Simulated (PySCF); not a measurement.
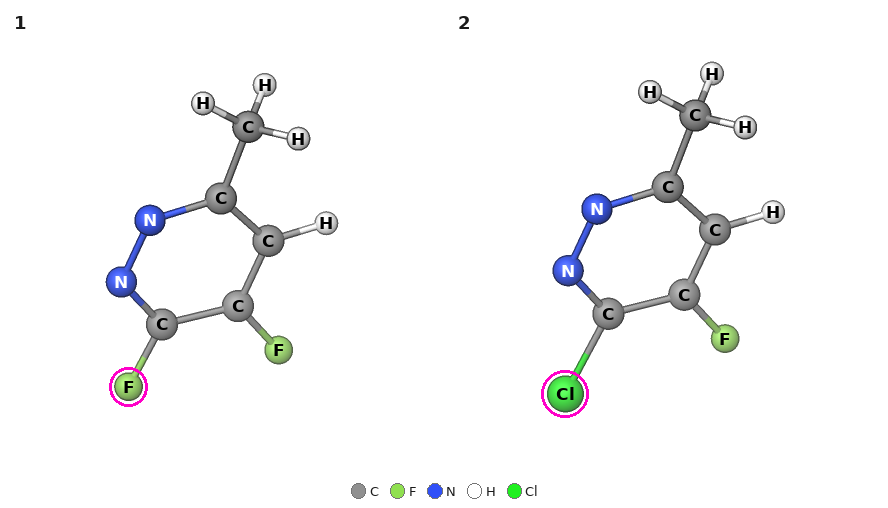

2 molecules with one skeleton, seen from the same side and at one scale; the atom that differs is circled. Each species is neutral and a spin singlet. Computed geometries: GFN2-xTB optimisations, one conformation each. Properties computed with PySCF 2.14.0.

One atom differs, called X below: F in panel 1, Cl in panel 2. Their formulas are C5H4F2N2 (`Cc1cc(F)c(F)nn1`), C5H4ClFN2 (`Cc1cc(F)c(Cl)nn1`).

**In which is the length of X–C larger (GFN2-xTB)?**

In panel 2 (X = Cl).

**In which is the GIAO shielding of the C bonded to X larger (PBE0/pcSseg-1)?**

In panel 2 (X = Cl).

Give the values. With GFN2-xTB: length of X–C (Å), angle X–C–N (°). With PBE0/pcSseg-1: dipole moment (D), HOMO energy (Kohn–Sham orbital) (eV), HOMO–LUMO gap (eV), Hirshfeld charge of X (e), GIAO shielding of the C bonded to X (ppm).

```csv
quantity,1 (F),2 (Cl),2 − 1
length of X–C (Å),1.330,1.711,+0.381
angle X–C–N (°),117.2,117.7,+0.5
dipole moment (D),4.20,3.99,−0.21
HOMO energy (Kohn–Sham orbital) (eV),−7.31,−7.25,+0.06
HOMO–LUMO gap (eV),5.51,5.43,−0.08
Hirshfeld charge of X (e),−0.07,−0.01,+0.06
GIAO shielding of the C bonded to X (ppm),21.3,31.8,+10.5
```
